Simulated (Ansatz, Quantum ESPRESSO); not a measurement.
# Complex bands of MgS, rock salt type, lattice constant set to 4.997 Å, part 4 of 4

Aim: how fast states decay in the gap of MgS, rock salt type, lattice constant set to 4.997 Å.

Quantum ESPRESSO 7.5; plane-wave DFT, LDA, PseudoDojo norm-conserving pseudopotentials; cross-check by Ansatz 0.2.0 with PAW datasets.

So far. Step 2 (Ground state): The run needed 7 iterations to bring the estimated error under 1e-09 Ry. Step 5 (Complex band structure, with ikind = 1): The message: “do_cond (1): different cut-offs on left lead and scattering region”. ikind = 1 needs a scattering region, which this input doesn't give; ikind = 0 solves the crystal alone.

The structure was built from a prototype and need not be the compound's stable phase.

## (6) Cross-check with Ansatz (continued)

Level of this step: plane-wave DFT, LDA, Ansatz PAW (Ansatz).

K across = (0, 0) in the cell's reciprocal vectors; values within 0.0025 1/Å of each other count once, columns are sorted by size at each energy, a dash where no further value was kept. Im kz of the slowest decaying states against energy, zero at the highest filled level of the SCF mesh:

```tsv
energy (eV)	decay 1 (Å⁻¹)	decay 2 (Å⁻¹)	decay 3 (Å⁻¹)
-0.96	0.692	1.15	-
0.00	0.00351	0.605	1.03
0.96	0.223	0.391	0.497
1.92	0.265	0.349	0.481
2.88	0.255	0.512	0.521
4.08	0.155	0.503	1.37
5.04	0.464	1.26	1.45
6.00	0.394	1.15	1.39
6.96	0.116	0.273	1.02
```

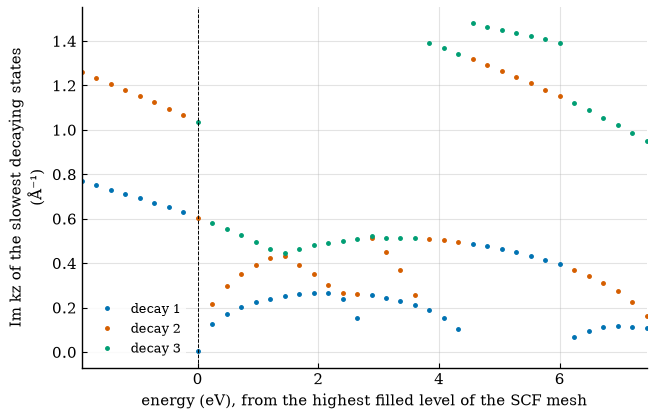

Im kz of the slowest decaying states, plotted against energy.

K across = (0, 0) in the cell's reciprocal vectors. Table of Re kz of states that move upwards by energy, zero at the highest filled level of the SCF mesh:

```tsv
energy (eV)	channel 1 (Å⁻¹)	channel 2 (Å⁻¹)	channel 3 (Å⁻¹)
-1.92	-0.461	0.181	0.181
-1.44	-0.378	0.508	0.508
-0.72	-0.446	-0.446	-0.245
-0.24	-0.236	-0.236	-0.133
0.00	-	-	-
0.24	-	-	-
0.72	-	-	-
1.44	-	-	-
1.92	-	-	-
2.40	-	-	-
3.12	0.214	-	-
3.60	0.343	-	-
4.08	0.268	0.439	-
4.80	0.141	0.533	0.560
5.28	-0.623	-0.601	0.242
5.76	-0.542	-0.495	0.334
6.24	-0.396	-	-
6.96	-0.250	-	-
7.44	-0.135	-	-
```

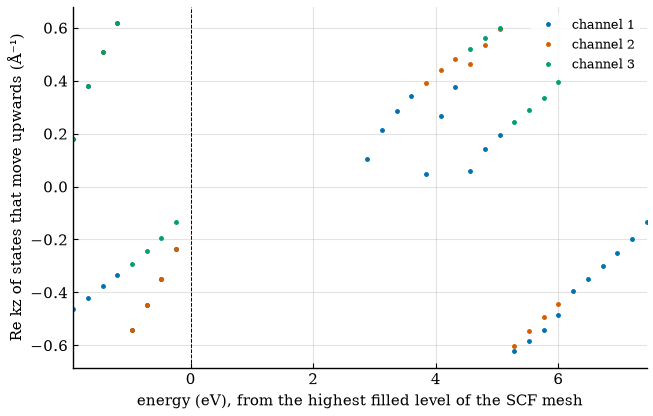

Re kz of states that move upwards against energy.

K across = (1/2, 0) in the cell's reciprocal vectors; values within 0.0025 1/Å of each other count once, columns are sorted by size at each energy, a dash where no further value was kept. Table of Im kz of the slowest decaying states by energy, zero at the highest filled level of the SCF mesh:

```tsv
energy (eV)	decay 1 (Å⁻¹)	decay 2 (Å⁻¹)	decay 3 (Å⁻¹)
-0.96	0.562	1.20	-
0.00	0.236	0.759	1.10
0.96	0.313	0.827	1.00
1.92	0.332	0.815	0.894
2.88	0.307	0.767	0.777
4.08	0.186	0.604	0.669
5.04	0.408	0.557	-
6.00	0.140	0.391	-
6.96	0.128	-	-
```

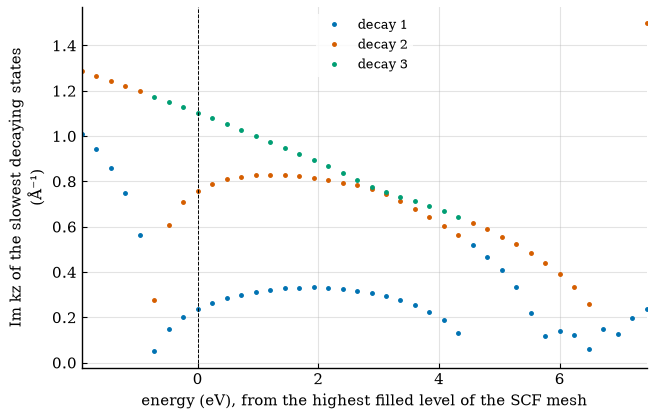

Im kz of the slowest decaying states against energy.

K across = (1/2, 1/2) in the cell's reciprocal vectors; values within 0.0025 1/Å of each other count once, columns are sorted by size at each energy, a dash where no further value was kept. Im kz of the slowest decaying states against energy, zero at the highest filled level of the SCF mesh:

```tsv
energy (eV)	decay 1 (Å⁻¹)	decay 2 (Å⁻¹)
-0.96	0.290	0.310
0.00	0.340	-
0.96	0.316	0.345
1.92	0.240	0.312
2.88	0.238	-
4.08	-	-
5.04	-	-
6.00	0.109	-
6.96	0.141	-
```

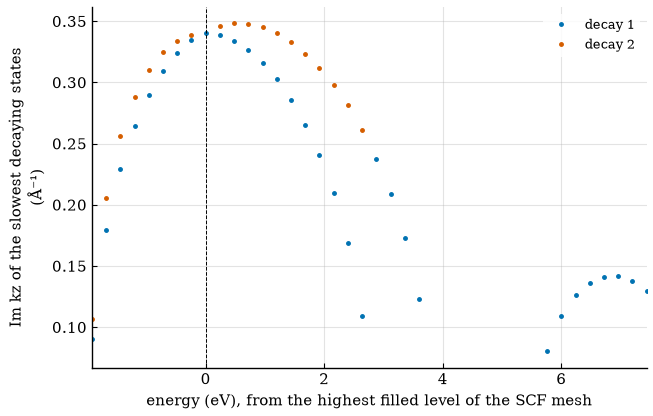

Im kz of the slowest decaying states, plotted against energy.

K across = (1/4, 0) in the cell's reciprocal vectors; values within 0.0025 1/Å of each other count once, columns are sorted by size at each energy, a dash where no further value was kept. Table of Im kz of the slowest decaying states by energy, zero at the highest filled level of the SCF mesh:

```tsv
energy (eV)	decay 1 (Å⁻¹)	decay 2 (Å⁻¹)	decay 3 (Å⁻¹)
-1.92	0.102	0.381	1.03
-1.44	0.134	0.983	-
-0.72	0.906	1.48	-
-0.24	0.134	0.853	1.43
0.00	0.200	0.222	0.826
0.24	0.242	0.345	0.799
0.72	0.298	0.484	0.742
1.44	0.343	0.605	0.650
1.92	0.357	0.582	0.663
2.40	0.359	0.505	0.718
3.12	0.344	0.359	0.842
3.60	0.207	0.321	0.809
4.08	0.284	0.771	0.966
4.80	0.180	0.704	0.841
5.28	0.651	0.743	0.962
5.76	0.132	0.590	0.625
6.24	0.0632	0.132	0.465
6.96	0.0397	0.168	0.378
7.44	0.232	0.654	-
```

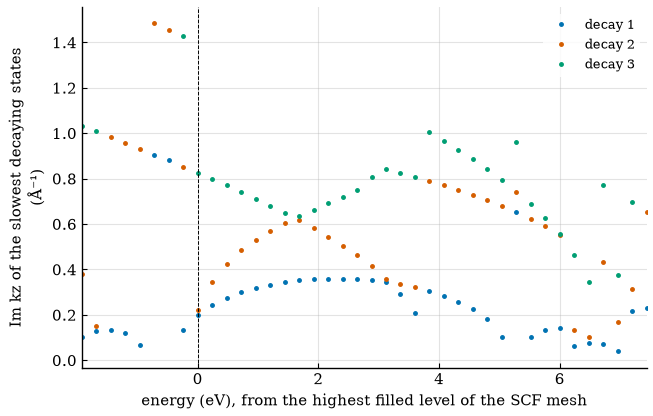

Im kz of the slowest decaying states against energy.

## (7) By hand

T falls as exp(−2κd). With κ = 0.250 1/Å, 10 Å of barrier pass exp(−2 × 0.250 × 10) = 0.0067 of that channel, interfaces aside.

## (8) What came out

```
gap on the SCF mesh                                                  : 2.81 eV
smallest κ at mid-gap among the four k points, at the zone centre    : 0.250 Å⁻¹
peak of the smallest κ in the stop band at the zone centre           : 0.267 Å⁻¹
peak of the smallest κ in the stop band at (1/2, 0)                  : 0.331 Å⁻¹
peak of the smallest κ in the stop band at (1/4, 0)                  : 0.359 Å⁻¹
energy of the peak at the zone centre, over the highest filled level : 2.16 eV
peak at the zone centre by Ansatz                                    : 0.267 Å⁻¹
```

In words: With a gap of 2.81 eV on the mesh, the smallest κ at mid-gap among the four k points, at the zone centre is 0.250 Å⁻¹ (LDA, PseudoDojo norm-conserving). For a barrier with the Fermi level at mid-gap the slowest state found, at the zone centre, loses a factor of ten in probability every 4.6 Å or so. Stop bands away from the zone centre are mostly wider than the gap, so their peaks can lie above the conduction bottom. At the zone centre pwcond's peak is 0.267 and Ansatz's 0.267 1/Å, 0 % apart. The cell is the a/√2 one, turned by 45°, with two primitive cells, so X along [001] folds onto kz = 0. A semilocal gap is too small, often by a third to a half and by more in narrow-gap crystals, so real barriers decay faster.

[Logs are printed without paths, hosts, clocks, repeated set-up lines and the standing remarks that a program may print on its own settings, such as how far it seeks lower states.]

[Hosts, paths, dates, database ids (printed as entryN), source tags and the programs' standing remarks are cut or masked in the printed files.]

[Maps of the electrostatic potential energy from Ansatz leave out the sawtooth potential of an applied field or a dipole correction, so their vacuum need not be flat; planar profiles and work functions include it.]
